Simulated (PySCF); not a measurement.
Excited-state calculation, with input and output: C$_{3}$H$_{10}$AsB

- system: C$_{3}$H$_{10}$AsB, SMILES CCCB[AsH2]
- method: TDDFT PBE0/def2-SVPD, vertical, gas phase, core orbitals frozen in the response (PySCF 2.14.0)

The geometry comes from this level: GFN2-xTB.

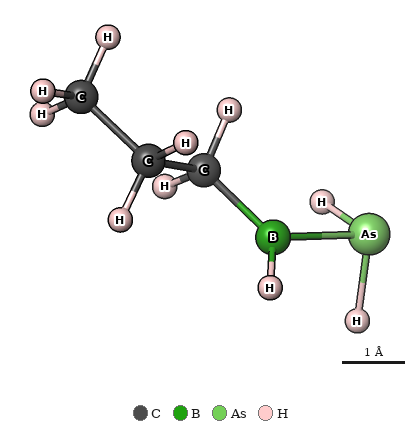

*The input geometry (ball-and-stick view, seen at a tilt).*

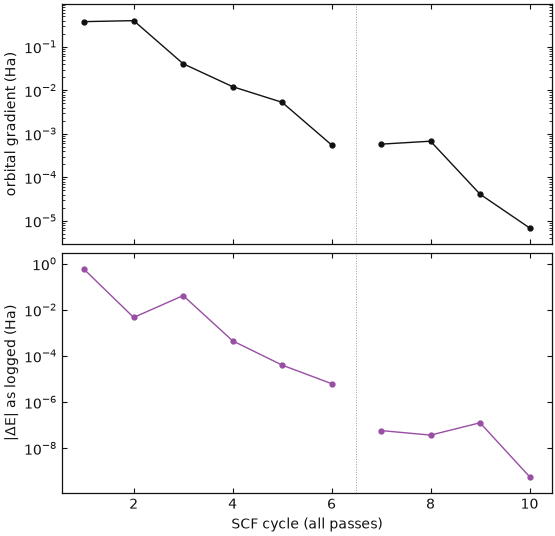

*Convergence of the self-consistent field: orbital gradient and size of the energy change against the SCF cycle. The dotted line marks the change from a coarse to the final integration grid.*

The first 6 cycles use a coarse grid, the final grid takes over at cycle 7, and the field converges after 10 cycles in all.

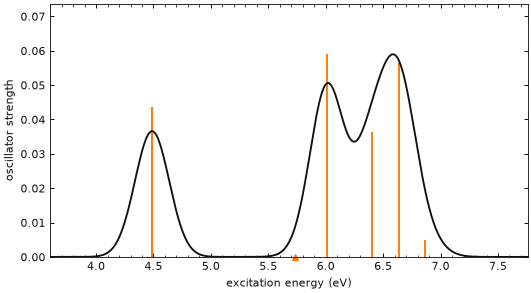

*Computed excitations as sticks (degenerate states added up, dark ones marked on the axis), with a Gaussian envelope of 0.35 eV full width at half maximum, scaled to the tallest.*

Of the 6 states the lowest lies at 4.49 eV (f = 0.044); the strongest line is at 6.01 eV, or 206 nm (f = 0.059).

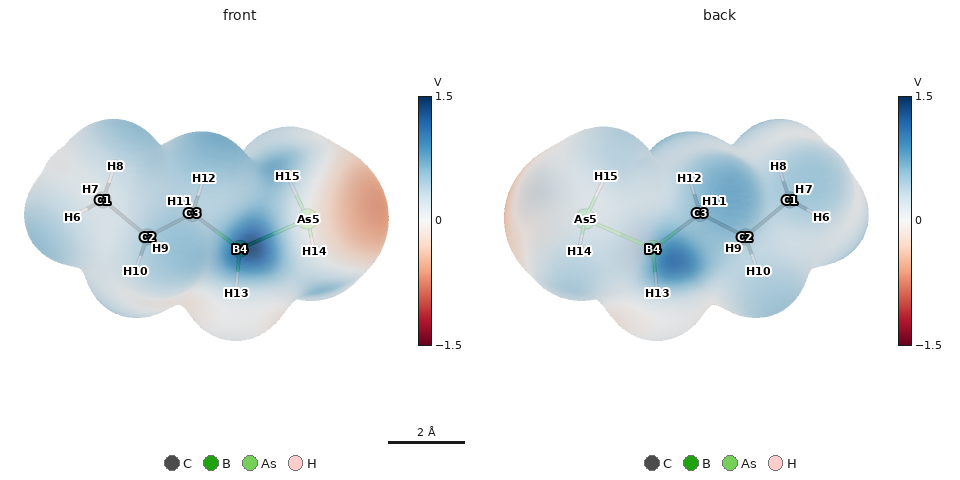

*The molecular electrostatic potential painted on the density surface at 0.002 e/bohr³, seen at a tilt and from behind; the colour scale runs from red (negative) to blue (positive).*

Its dipole moment is 1.02 D.

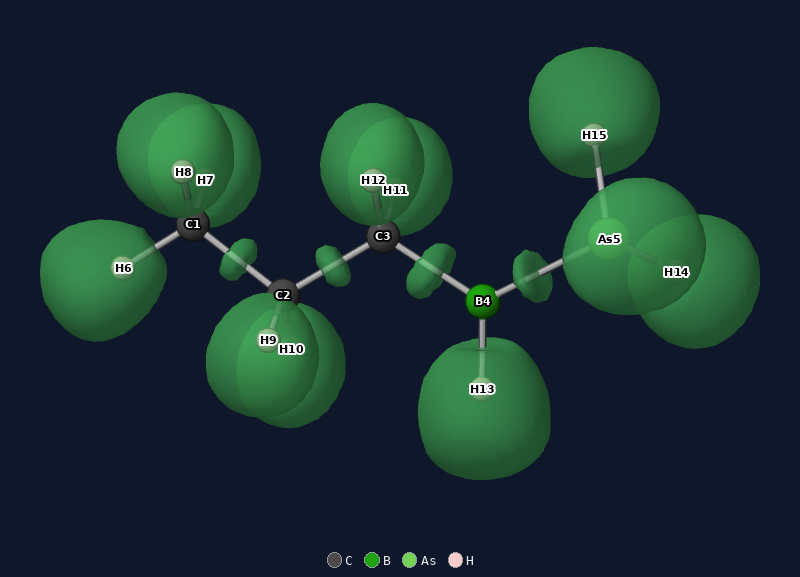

*Isosurface of the electron localisation function at 0.9 (green), seen face on. Only the valence region is drawn (cores and ρ < 0.01 e/Å³ removed).*

Values along the shortest contacts: C–C (1.52 Å): the ELF peaks at about 0.95 between the atoms (a shared electron pair). C–B (1.57 Å): the ELF peaks at about 1 between the atoms (localised, shared-pair bonding).

These pictures come from the run below.

### Input
```
{"job": {"kind": "uv", "xc": "PBE0", "basis": "def2-SVPD", "nstates": 6, "ntriplets": 2}, "charge": 0, "multiplicity": 1}
C     -2.322910     0.211054    -0.172616
C     -1.157172    -0.254394     0.692997
C      0.196950     0.148187     0.100941
B      1.481313    -0.332564     0.869969
As     3.248936     0.548087     0.562114
H     -3.272060    -0.083529     0.269929
H     -2.259033    -0.224957    -1.168095
H     -2.315345     1.294867    -0.273213
H     -1.255414     0.177649     1.691801
H     -1.196176    -1.340742     0.800231
H      0.259901    -0.269175    -0.914061
H      0.207604     1.235746    -0.047646
H      1.387483    -1.180629     1.678141
H      3.958206    -0.736397     0.249068
H      3.033303     0.814786    -0.901060
```

The first line tells a small driver script what to run in PySCF; the rest is the geometry in Å.

Launched with:
```bash
OMP_NUM_THREADS=1 python <driver script> task.json out
```

### Output
```
coarse grid: 52776 points
cycle   1  E = -2380.1793061539  dE = -5.669e-01  |g| = 3.786e-01  |ddm| = 4.948e+00
cycle   2  E = -2380.1746473646  dE =  4.659e-03  |g| = 3.993e-01  |ddm| = 1.095e+00
cycle   3  E = -2380.2160404139  dE = -4.139e-02  |g| = 4.080e-02  |ddm| = 4.858e-01
cycle   4  E = -2380.2164918162  dE = -4.514e-04  |g| = 1.212e-02  |ddm| = 8.831e-02
cycle   5  E = -2380.2165318735  dE = -4.006e-05  |g| = 5.299e-03  |ddm| = 2.688e-02
cycle   6  E = -2380.2165381581  dE = -6.285e-06  |g| = 5.554e-04  |ddm| = 8.360e-03
final grid: 111632 points
cycle   7  E = -2380.2165853644  dE = -5.811e-08  |g| = 5.790e-04  |ddm| = 8.450e-03
cycle   8  E = -2380.2165853275  dE =  3.685e-08  |g| = 6.767e-04  |ddm| = 1.798e-03
cycle   9  E = -2380.2165854540  dE = -1.264e-07  |g| = 4.103e-05  |ddm| = 1.013e-03
cycle  10  E = -2380.2165854546  dE = -5.857e-10  |g| = 6.892e-06  |ddm| = 9.795e-05
converged SCF energy = -2380.2165854546

Static polarisability (au): isotropic 85.889, principal 70.670 77.303 109.695

Singlet excitations
state   eV       nm        f      main configurations
  1   4.4878    276.3   0.04358   H->L 0.93
  2   5.7352    216.2   0.00020   H-2->L 0.84, H-1->L 0.13
  3   6.0114    206.2   0.05897   H-1->L 0.79, H-2->L 0.12
  4   6.4000    193.7   0.03643   H->L+1 0.86
  5   6.6402    186.7   0.05640   H->L+2 0.90, H->L+1 0.08
  6   6.8685    180.5   0.00494   H-3->L 0.87, H-4->L 0.10

Triplet excitations (Tamm-Dancoff, eV): 3.6837 5.1146
```

### Summary

| quantity | value |
| --- | --- |
| outcome | converged |
| total energy | −2380.216585 hartree |
| HOMO | −7.24 eV |
| LUMO | −1.44 eV |
| dipole moment | 1.02 D |
| mean polarisability | 85.89 a.u. |
| lowest singlet excitation | 4.49 eV |
| hardware | 1 CPU thread, shared host |
| wall time | 75 s |
| peak memory | 0.76 GiB |

### Remarks

Spin–orbit coupling is left out, which matters for the heavy atoms.
